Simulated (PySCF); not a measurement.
# SiP3H7: NMR shifts at several levels of theory

How much do the NMR shifts of SiP3H7 (`P[SiH](P)P`) depend on the level of theory, and what does each level cost?

The runs use PySCF 2.14.0, with density-fitted response routines of our own; the level of theory stands in each step. All values are computed, except where a source is named. Atoms are numbered from 0 throughout.

### Step 1. The molecule as given

11 atoms, charge 0, multiplicity 1; geometry from: PBE0-D3(BJ)/def2-SVP.

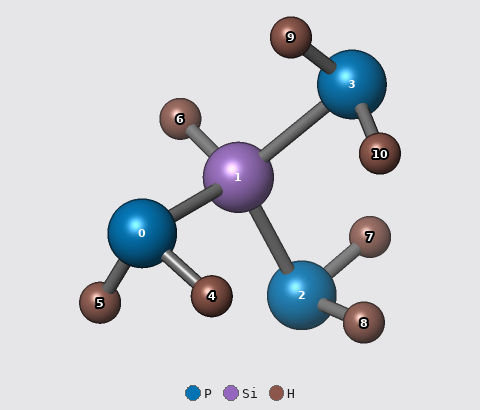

The starting geometry (phosphorus blue, silicon purple, hydrogen brown), atoms numbered.

### Step 2. NMR shieldings: HF/pcSseg-2

Job settings and geometry (Å):

```
{"job": {"kind": "nmr", "xc": "HF", "basis": "pcSseg-2", "pop": false}, "charge": 0, "multiplicity": 1}
P     -1.660890    -1.216837     0.457759
Si    -0.047258    -0.129380    -0.704999
P      2.022352    -0.808887    -0.076384
P     -0.252475     2.118665    -0.501418
H     -1.073360    -0.896575     1.721559
H     -1.019014    -2.492011     0.378328
H     -0.219041    -0.475551    -2.149189
H      2.698987     0.260596    -0.743113
H      1.955103    -0.111370     1.170244
H     -1.676734     2.123202    -0.632980
H     -0.291730     2.061027     0.926918
```

Method: GIAO HF/pcSseg-2 NMR shielding, non-relativistic, gas phase.

Command:

```
OMP_NUM_THREADS=1 python probes_run.py task.json out
```

The driver reads the jobs from task.json and runs them one after another.

Standard output:

```text
final grid: 85312 points
cycle   1  E = -1315.2273334410  dE = -1.532e-01  |g| = 3.432e-01  |ddm| = 2.336e+00
cycle   2  E = -1315.2803183155  dE = -5.298e-02  |g| = 1.394e-01  |ddm| = 4.305e-01
cycle   3  E = -1315.2876571726  dE = -7.339e-03  |g| = 5.138e-02  |ddm| = 1.925e-01
cycle   4  E = -1315.2893088550  dE = -1.652e-03  |g| = 1.185e-02  |ddm| = 9.225e-02
cycle   5  E = -1315.2894032203  dE = -9.437e-05  |g| = 3.086e-03  |ddm| = 2.463e-02
cycle   6  E = -1315.2894120501  dE = -8.830e-06  |g| = 7.888e-04  |ddm| = 8.619e-03
cycle   7  E = -1315.2894125900  dE = -5.399e-07  |g| = 2.508e-04  |ddm| = 2.166e-03
cycle   8  E = -1315.2894126442  dE = -5.416e-08  |g| = 7.581e-05  |ddm| = 6.729e-04
cycle   9  E = -1315.2894126506  dE = -6.493e-09  |g| = 2.143e-05  |ddm| = 2.357e-04
cycle  10  E = -1315.2894126512  dE = -5.457e-10  |g| = 6.122e-06  |ddm| = 7.649e-05
converged SCF energy = -1315.2894126512

GIAO shielding tensors (ppm)
atom      isotropic    diamagn.    paramagn.     s11        s22        s33       span
  0 P      577.881     965.712    -387.832    528.136    570.198    635.309    107.173
  1 Si     407.214     878.322    -471.109    374.829    423.065    423.748     48.919
  2 P      577.345     965.659    -388.314    528.287    569.961    633.786    105.499
  3 P      577.541     965.699    -388.158    527.342    570.253    635.029    107.687
  4 H       30.145      32.263      -2.118     25.921     28.476     36.039     10.118
  5 H       29.603      30.767      -1.164     24.492     27.223     37.093     12.602
  6 H       27.528      30.091      -2.564     24.843     24.907     32.833      7.990
  7 H       29.594      30.656      -1.062     24.499     27.216     37.066     12.567
  8 H       30.148      32.222      -2.074     25.943     28.487     36.014     10.071
  9 H       29.587      30.741      -1.154     24.478     27.184     37.100     12.622
 10 H       30.147      32.258      -2.111     25.933     28.485     36.024     10.091
```

Wall time 21 s (1 thread of Arm Neoverse V2, shared host); peak memory 1.1 GiB.

Shifts follow as δ = σ(reference) − σ, with reference shieldings (ppm) from runs at the same level and on the same kind of geometry: 1H TMS 31.68, 29Si TMS 383.0, 31P H3PO4 344.0. The references are single molecules in the gas phase, so shifts against H2O, NH3, PH3, H3PO4 or CFCl3 are not on the usual liquid scales and can be off by tens of ppm. Atoms listed in one row are averaged.

```csv
atoms,environment,σ (ppm),δ (ppm)
H6,hydrogen on a silicon bonded to 3 P,27.53,4.15
"H4, H5, H7, H8, H9, H10",hydrogen on a phosphorus bonded to Si,29.87,1.81
"P0, P2, P3","phosphorus bonded to Si, 2 H",577.6,-233.6
Si1,"silicon bonded to 3 P, H",407.2,-24.3
```

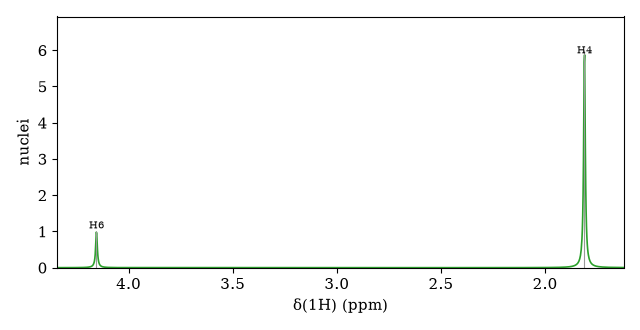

1H lines at the computed shifts, without couplings. Lines are broadened to a width of 0.01 ppm (Lorentzian).

### Step 3. Shielding tensors: LDA/pcSseg-2

Same as in step 2 but for these lines:

```diff
@@ -1,2 +1,2 @@
-{"job": {"kind": "nmr", "xc": "HF", "basis": "pcSseg-2", "pop": false}, "charge": 0, "multiplicity": 1}
+{"job": {"kind": "nmr", "xc": "LDA", "basis": "pcSseg-2", "pop": false}, "charge": 0, "multiplicity": 1}
 P     -1.660890    -1.216837     0.457759
```

Level: GIAO LDA/pcSseg-2 NMR shielding, non-relativistic, gas phase.

Standard output:

```text
coarse grid: 10840 points
cycle   1  E = -1312.8521027653  dE = -8.384e-02  |g| = 3.231e-01  |ddm| = 2.380e+00
cycle   2  E = -1312.8509629626  dE =  1.140e-03  |g| = 2.739e-01  |ddm| = 6.793e-01
cycle   3  E = -1312.8731279863  dE = -2.217e-02  |g| = 9.854e-02  |ddm| = 4.276e-01
cycle   4  E = -1312.8747357017  dE = -1.608e-03  |g| = 1.469e-02  |ddm| = 9.162e-02
cycle   5  E = -1312.8747904792  dE = -5.478e-05  |g| = 7.314e-03  |ddm| = 2.648e-02
cycle   6  E = -1312.8748073673  dE = -1.689e-05  |g| = 1.211e-03  |ddm| = 8.890e-03
cycle   7  E = -1312.8748077588  dE = -3.915e-07  |g| = 3.509e-04  |ddm| = 1.747e-03
final grid: 85312 points
cycle   8  E = -1312.8733624200  dE = -1.790e-05  |g| = 2.092e-03  |ddm| = 2.370e-02
cycle   9  E = -1312.8733618986  dE =  5.213e-07  |g| = 1.783e-03  |ddm| = 3.797e-03
cycle  10  E = -1312.8733626149  dE = -7.163e-07  |g| = 9.412e-04  |ddm| = 3.480e-03
cycle  11  E = -1312.8733629092  dE = -2.942e-07  |g| = 1.118e-04  |ddm| = 1.212e-03
cycle  12  E = -1312.8733629128  dE = -3.696e-09  |g| = 2.787e-05  |ddm| = 1.633e-04
cycle  13  E = -1312.8733629131  dE = -2.374e-10  |g| = 6.866e-06  |ddm| = 4.006e-05
converged SCF energy = -1312.8733629131

GIAO shielding tensors (ppm)
atom      isotropic    diamagn.    paramagn.     s11        s22        s33       span
  0 P      523.160     967.550    -444.390    459.737    531.854    577.887    118.150
  1 Si     330.379     882.208    -551.829    280.409    354.964    355.764     75.355
  2 P      522.499     967.494    -444.996    460.535    530.891    576.070    115.535
  3 P      522.737     967.509    -444.772    458.455    532.088    577.669    119.213
  4 H       28.959      30.249      -1.290     25.108     27.580     34.190      9.082
  5 H       28.116      29.086      -0.970     22.923     25.912     35.512     12.589
  6 H       25.710      28.896      -3.186     23.342     23.416     30.373      7.031
  7 H       28.102      28.998      -0.896     22.926     25.904     35.475     12.549
  8 H       28.962      30.215      -1.253     25.123     27.599     34.165      9.042
  9 H       28.092      29.062      -0.970     22.897     25.860     35.519     12.622
 10 H       28.961      30.248      -1.286     25.124     27.589     34.171      9.047
```

Run time: 29 s. Hardware: 1 thread of Arm Neoverse V2, shared host; peak memory 0.96 GiB.

In short: δ P0 -263.7, Si1 -27.3, H6 5.06, H4 2.24 ppm (means over like atoms).

### Step 4. Nuclear shieldings: PBE/pcSseg-2

Same as in step 3 but for these lines:

```diff
@@ -1,2 +1,2 @@
-{"job": {"kind": "nmr", "xc": "LDA", "basis": "pcSseg-2", "pop": false}, "charge": 0, "multiplicity": 1}
+{"job": {"kind": "nmr", "xc": "PBE", "basis": "pcSseg-2", "pop": false}, "charge": 0, "multiplicity": 1}
 P     -1.660890    -1.216837     0.457759
```

Method: GIAO PBE/pcSseg-2 NMR shielding, non-relativistic, gas phase.

Standard output:

```text
coarse grid: 10840 points
cycle   1  E = -1317.1737678239  dE = -7.849e-02  |g| = 2.705e-01  |ddm| = 2.400e+00
cycle   2  E = -1317.1750705370  dE = -1.303e-03  |g| = 2.238e-01  |ddm| = 5.655e-01
cycle   3  E = -1317.1891090422  dE = -1.404e-02  |g| = 8.441e-02  |ddm| = 3.434e-01
cycle   4  E = -1317.1904123538  dE = -1.303e-03  |g| = 2.298e-02  |ddm| = 9.670e-02
cycle   5  E = -1317.1905834504  dE = -1.711e-04  |g| = 4.887e-03  |ddm| = 3.329e-02
cycle   6  E = -1317.1905907749  dE = -7.324e-06  |g| = 1.150e-03  |ddm| = 6.503e-03
final grid: 85312 points
cycle   7  E = -1317.2103350447  dE = -6.001e-05  |g| = 4.761e-03  |ddm| = 3.178e-02
cycle   8  E = -1317.2103292944  dE =  5.750e-06  |g| = 6.307e-03  |ddm| = 1.152e-02
cycle   9  E = -1317.2103397251  dE = -1.043e-05  |g| = 1.211e-03  |ddm| = 7.997e-03
cycle  10  E = -1317.2103402068  dE = -4.817e-07  |g| = 4.212e-04  |ddm| = 2.029e-03
cycle  11  E = -1317.2103402585  dE = -5.175e-08  |g| = 6.854e-05  |ddm| = 4.972e-04
cycle  12  E = -1317.2103402598  dE = -1.317e-09  |g| = 2.180e-05  |ddm| = 1.065e-04
cycle  13  E = -1317.2103402600  dE = -1.496e-10  |g| = 6.306e-06  |ddm| = 3.496e-05
converged SCF energy = -1317.2103402600

GIAO shielding tensors (ppm)
atom      isotropic    diamagn.    paramagn.     s11        s22        s33       span
  0 P      532.395     967.417    -435.022    472.905    540.251    584.029    111.124
  1 Si     350.642     882.074    -531.432    305.842    372.657    373.428     67.586
  2 P      531.814     967.356    -435.542    473.575    539.626    582.241    108.666
  3 P      531.998     967.372    -435.374    471.767    540.461    583.766    111.999
  4 H       29.481      31.092      -1.611     25.657     28.110     34.676      9.019
  5 H       28.694      29.798      -1.104     23.655     26.515     35.913     12.258
  6 H       26.370      29.616      -3.246     23.999     24.070     31.040      7.041
  7 H       28.682      29.696      -1.014     23.659     26.508     35.879     12.219
  8 H       29.484      31.051      -1.567     25.675     28.125     34.651      8.977
  9 H       28.673      29.771      -1.099     23.632     26.466     35.920     12.288
 10 H       29.482      31.084      -1.602     25.670     28.119     34.657      8.987
```

Wall time 35 s (1 thread of Arm Neoverse V2, shared host); peak memory 0.87 GiB.

In short: δ P0 -250.3, Si1 -27.2, H6 4.81, H4 2.10 ppm (means over like atoms).

### Step 5. Nuclear shieldings: BLYP/pcSseg-2

Same as in step 4 but for these lines:

```diff
@@ -1,2 +1,2 @@
-{"job": {"kind": "nmr", "xc": "PBE", "basis": "pcSseg-2", "pop": false}, "charge": 0, "multiplicity": 1}
+{"job": {"kind": "nmr", "xc": "BLYP", "basis": "pcSseg-2", "pop": false}, "charge": 0, "multiplicity": 1}
 P     -1.660890    -1.216837     0.457759
```

Level: GIAO BLYP/pcSseg-2 NMR shielding, non-relativistic, gas phase.

Standard output:

```text
coarse grid: 10840 points
cycle   1  E = -1317.7880936462  dE = -8.562e-02  |g| = 2.707e-01  |ddm| = 2.378e+00
cycle   2  E = -1317.7868912606  dE =  1.202e-03  |g| = 2.562e-01  |ddm| = 6.267e-01
cycle   3  E = -1317.8051858492  dE = -1.829e-02  |g| = 8.732e-02  |ddm| = 3.769e-01
cycle   4  E = -1317.8066085615  dE = -1.423e-03  |g| = 3.000e-02  |ddm| = 1.133e-01
cycle   5  E = -1317.8069072048  dE = -2.986e-04  |g| = 5.316e-03  |ddm| = 4.259e-02
cycle   6  E = -1317.8069152962  dE = -8.091e-06  |g| = 1.350e-03  |ddm| = 6.993e-03
final grid: 85312 points
cycle   7  E = -1317.8226478519  dE = -2.965e-05  |g| = 3.753e-03  |ddm| = 2.441e-02
cycle   8  E = -1317.8226462124  dE =  1.639e-06  |g| = 3.872e-03  |ddm| = 7.397e-03
cycle   9  E = -1317.8226500551  dE = -3.843e-06  |g| = 8.253e-04  |ddm| = 5.280e-03
cycle  10  E = -1317.8226502946  dE = -2.395e-07  |g| = 2.523e-04  |ddm| = 1.357e-03
cycle  11  E = -1317.8226503140  dE = -1.941e-08  |g| = 6.136e-05  |ddm| = 3.399e-04
cycle  12  E = -1317.8226503148  dE = -7.444e-10  |g| = 2.092e-05  |ddm| = 7.850e-05
converged SCF energy = -1317.8226503148

GIAO shielding tensors (ppm)
atom      isotropic    diamagn.    paramagn.     s11        s22        s33       span
  0 P      507.128     967.262    -460.134    447.118    516.600    557.665    110.547
  1 Si     329.064     881.626    -552.562    283.362    351.523    352.307     68.945
  2 P      506.562     967.200    -460.638    447.725    515.976    555.984    108.259
  3 P      506.733     967.216    -460.483    445.966    516.807    557.426    111.460
  4 H       29.762      31.409      -1.647     26.157     28.470     34.661      8.504
  5 H       28.965      30.109      -1.144     24.159     26.893     35.843     11.684
  6 H       26.718      29.842      -3.124     24.439     24.509     31.206      6.767
  7 H       28.954      30.007      -1.053     24.164     26.887     35.811     11.646
  8 H       29.765      31.367      -1.602     26.176     28.482     34.638      8.461
  9 H       28.944      30.084      -1.140     24.137     26.846     35.850     11.713
 10 H       29.764      31.402      -1.638     26.169     28.480     34.644      8.475
```

Wall time 34 s (1 thread of Arm Neoverse V2, shared host); peak memory 0.87 GiB.

Key values: δ P0 -235.6, Si1 -19.4, H6 4.66, H4 2.02 ppm (means over like atoms).

### Step 6. Shielding tensors: BP86/pcSseg-2

Same as in step 5 but for these lines:

```diff
@@ -1,2 +1,2 @@
-{"job": {"kind": "nmr", "xc": "BLYP", "basis": "pcSseg-2", "pop": false}, "charge": 0, "multiplicity": 1}
+{"job": {"kind": "nmr", "xc": "BP86", "basis": "pcSseg-2", "pop": false}, "charge": 0, "multiplicity": 1}
 P     -1.660890    -1.216837     0.457759
```

Method: GIAO BP86/pcSseg-2 NMR shielding, non-relativistic, gas phase.

Standard output:

```text
coarse grid: 10840 points
cycle   1  E = -1317.9501352183  dE = -7.873e-02  |g| = 2.666e-01  |ddm| = 2.391e+00
cycle   2  E = -1317.9510025161  dE = -8.673e-04  |g| = 2.309e-01  |ddm| = 5.722e-01
cycle   3  E = -1317.9657766818  dE = -1.477e-02  |g| = 8.235e-02  |ddm| = 3.446e-01
cycle   4  E = -1317.9670025664  dE = -1.226e-03  |g| = 2.567e-02  |ddm| = 9.984e-02
cycle   5  E = -1317.9672173206  dE = -2.148e-04  |g| = 4.913e-03  |ddm| = 3.618e-02
cycle   6  E = -1317.9672246330  dE = -7.312e-06  |g| = 1.180e-03  |ddm| = 6.486e-03
final grid: 85312 points
cycle   7  E = -1317.9891465755  dE = -4.141e-05  |g| = 3.171e-03  |ddm| = 2.608e-02
cycle   8  E = -1317.9891463195  dE =  2.560e-07  |g| = 2.545e-03  |ddm| = 5.465e-03
cycle   9  E = -1317.9891478458  dE = -1.526e-06  |g| = 9.398e-04  |ddm| = 4.034e-03
cycle  10  E = -1317.9891481235  dE = -2.777e-07  |g| = 2.360e-04  |ddm| = 1.476e-03
cycle  11  E = -1317.9891481422  dE = -1.870e-08  |g| = 5.338e-05  |ddm| = 3.412e-04
cycle  12  E = -1317.9891481428  dE = -5.675e-10  |g| = 2.412e-05  |ddm| = 8.179e-05
converged SCF energy = -1317.9891481428

GIAO shielding tensors (ppm)
atom      isotropic    diamagn.    paramagn.     s11        s22        s33       span
  0 P      527.384     967.539    -440.155    468.481    534.947    578.725    110.244
  1 Si     347.223     882.210    -534.988    302.032    369.434    370.202     68.170
  2 P      526.807     967.477    -440.670    469.129    534.348    576.944    107.815
  3 P      526.974     967.489    -440.515    467.321    535.134    578.467    111.146
  4 H       29.534      31.142      -1.608     25.741     28.178     34.684      8.944
  5 H       28.763      29.821      -1.058     23.767     26.603     35.919     12.152
  6 H       26.453      29.677      -3.225     24.099     24.170     31.090      6.991
  7 H       28.751      29.719      -0.968     23.771     26.596     35.885     12.114
  8 H       29.537      31.101      -1.564     25.759     28.192     34.660      8.901
  9 H       28.741      29.794      -1.052     23.744     26.555     35.926     12.182
 10 H       29.536      31.134      -1.598     25.754     28.187     34.665      8.911
```

Run time: 34 s. Hardware: 1 thread of Arm Neoverse V2, shared host; peak memory 0.87 GiB.

This run: δ P0 -246.8, Si1 -25.2, H6 4.78, H4 2.09 ppm (means over like atoms).

### Step 7. Nuclear shieldings: OPBE/pcSseg-2

Same as in step 6 but for these lines:

```diff
@@ -1,2 +1,2 @@
-{"job": {"kind": "nmr", "xc": "BP86", "basis": "pcSseg-2", "pop": false}, "charge": 0, "multiplicity": 1}
+{"job": {"kind": "nmr", "xc": "OPBE", "basis": "pcSseg-2", "pop": false}, "charge": 0, "multiplicity": 1}
 P     -1.660890    -1.216837     0.457759
```

With the program's defaults for keys left out, this is: GIAO OPBE/pcSseg-2 NMR shielding, non-relativistic, gas phase.

Standard output:

```text
coarse grid: 10840 points
cycle   1  E = -1317.6710351321  dE = -8.790e-02  |g| = 2.276e-01  |ddm| = 2.477e+00
cycle   2  E = -1317.6740809540  dE = -3.046e-03  |g| = 1.995e-01  |ddm| = 5.476e-01
cycle   3  E = -1317.6866037881  dE = -1.252e-02  |g| = 5.196e-02  |ddm| = 2.888e-01
cycle   4  E = -1317.6870272752  dE = -4.235e-04  |g| = 1.483e-02  |ddm| = 5.492e-02
cycle   5  E = -1317.6870867996  dE = -5.952e-05  |g| = 6.538e-03  |ddm| = 2.536e-02
cycle   6  E = -1317.6871001525  dE = -1.335e-05  |g| = 1.248e-03  |ddm| = 8.138e-03
cycle   7  E = -1317.6871006084  dE = -4.559e-07  |g| = 3.612e-04  |ddm| = 1.787e-03
final grid: 85312 points
cycle   8  E = -1317.7101770698  dE = -2.394e-04  |g| = 1.506e-02  |ddm| = 6.662e-02
cycle   9  E = -1317.7101541495  dE =  2.292e-05  |g| = 1.667e-02  |ddm| = 3.416e-02
cycle  10  E = -1317.7102304194  dE = -7.627e-05  |g| = 2.829e-03  |ddm| = 2.046e-02
cycle  11  E = -1317.7102317903  dE = -1.371e-06  |g| = 1.778e-03  |ddm| = 5.257e-03
cycle  12  E = -1317.7102328429  dE = -1.053e-06  |g| = 1.160e-04  |ddm| = 2.147e-03
cycle  13  E = -1317.7102328450  dE = -2.135e-09  |g| = 5.179e-05  |ddm| = 1.649e-04
cycle  14  E = -1317.7102328458  dE = -8.126e-10  |g| = 1.754e-05  |ddm| = 8.289e-05
converged SCF energy = -1317.7102328458

GIAO shielding tensors (ppm)
atom      isotropic    diamagn.    paramagn.     s11        s22        s33       span
  0 P      565.689     968.018    -402.329    510.040    569.350    617.677    107.637
  1 Si     386.307     882.606    -496.299    345.603    406.294    407.024     61.421
  2 P      565.167     967.949    -402.782    510.661    568.803    616.037    105.376
  3 P      565.293     967.966    -402.673    509.032    569.490    617.356    108.324
  4 H       29.450      31.381      -1.931     25.349     28.004     34.998      9.649
  5 H       28.761      29.941      -1.180     23.589     26.479     36.216     12.627
  6 H       26.391      29.803      -3.412     23.926     23.996     31.252      7.326
  7 H       28.750      29.821      -1.071     23.593     26.473     36.183     12.590
  8 H       29.453      31.329      -1.876     25.367     28.018     34.973      9.606
  9 H       28.742      29.910      -1.168     23.572     26.432     36.223     12.651
 10 H       29.451      31.363      -1.912     25.362     28.014     34.978      9.617
```

It took 36 s on 1 thread of Arm Neoverse V2, shared host; peak memory 0.87 GiB.

This run: δ P0 -252.9, Si1 -30.8, H6 4.81, H4 2.10 ppm (means over like atoms).

### Step 8. Shielding tensors: KT2/pcSseg-2

Same as in step 7 but for these lines:

```diff
@@ -1,2 +1,2 @@
-{"job": {"kind": "nmr", "xc": "OPBE", "basis": "pcSseg-2", "pop": false}, "charge": 0, "multiplicity": 1}
+{"job": {"kind": "nmr", "xc": "KT2", "basis": "pcSseg-2", "pop": false}, "charge": 0, "multiplicity": 1}
 P     -1.660890    -1.216837     0.457759
```

Method: GIAO KT2/pcSseg-2 NMR shielding, non-relativistic, gas phase.

Standard output:

```text
coarse grid: 10840 points
cycle   1  E = -1328.8236536764  dE = -5.089e-02  |g| = 2.799e-01  |ddm| = 2.351e+00
cycle   2  E = -1328.8222779542  dE =  1.376e-03  |g| = 2.940e-01  |ddm| = 7.113e-01
cycle   3  E = -1328.8454901160  dE = -2.321e-02  |g| = 3.011e-02  |ddm| = 3.675e-01
cycle   4  E = -1328.8456926382  dE = -2.025e-04  |g| = 1.225e-02  |ddm| = 4.356e-02
cycle   5  E = -1328.8457291814  dE = -3.654e-05  |g| = 6.042e-03  |ddm| = 2.137e-02
cycle   6  E = -1328.8457415051  dE = -1.232e-05  |g| = 6.986e-04  |ddm| = 7.439e-03
cycle   7  E = -1328.8457416208  dE = -1.157e-07  |g| = 2.437e-04  |ddm| = 1.046e-03
final grid: 85312 points
cycle   8  E = -1328.9059567554  dE = -1.940e-04  |g| = 1.968e-02  |ddm| = 3.164e-02
cycle   9  E = -1328.9059605027  dE = -3.747e-06  |g| = 1.139e-02  |ddm| = 1.575e-02
cycle  10  E = -1328.9059745120  dE = -1.401e-05  |g| = 2.630e-03  |ddm| = 1.181e-02
cycle  11  E = -1328.9059768387  dE = -2.327e-06  |g| = 2.029e-04  |ddm| = 3.397e-03
cycle  12  E = -1328.9059768435  dE = -4.810e-09  |g| = 1.335e-04  |ddm| = 4.010e-04
cycle  13  E = -1328.9059768491  dE = -5.578e-09  |g| = 2.724e-05  |ddm| = 1.837e-04
cycle  14  E = -1328.9059768493  dE = -1.983e-10  |g| = 8.374e-06  |ddm| = 3.670e-05
converged SCF energy = -1328.9059768493

GIAO shielding tensors (ppm)
atom      isotropic    diamagn.    paramagn.     s11        s22        s33       span
  0 P      554.417     969.398    -414.980    497.854    561.854    603.544    105.690
  1 Si     379.925     884.644    -504.719    336.523    401.254    401.998     65.475
  2 P      553.883     969.332    -415.450    498.536    561.236    601.877    103.341
  3 P      554.045     969.345    -415.300    496.751    562.063    603.320    106.570
  4 H       29.510      31.110      -1.600     25.684     28.104     34.741      9.057
  5 H       28.705      29.805      -1.100     23.610     26.515     35.988     12.378
  6 H       26.453      29.758      -3.305     24.060     24.131     31.168      7.108
  7 H       28.691      29.702      -1.011     23.613     26.507     35.954     12.340
  8 H       29.513      31.071      -1.558     25.701     28.121     34.718      9.016
  9 H       28.682      29.777      -1.095     23.585     26.466     35.995     12.410
 10 H       29.512      31.105      -1.593     25.699     28.114     34.723      9.024
```

Run time: 37 s. Hardware: 1 thread of Arm Neoverse V2, shared host; peak memory 0.87 GiB.

In short: δ P0 -241.0, Si1 -28.9, H6 4.72, H4 2.07 ppm (means over like atoms).

[end of part 1 of 2]
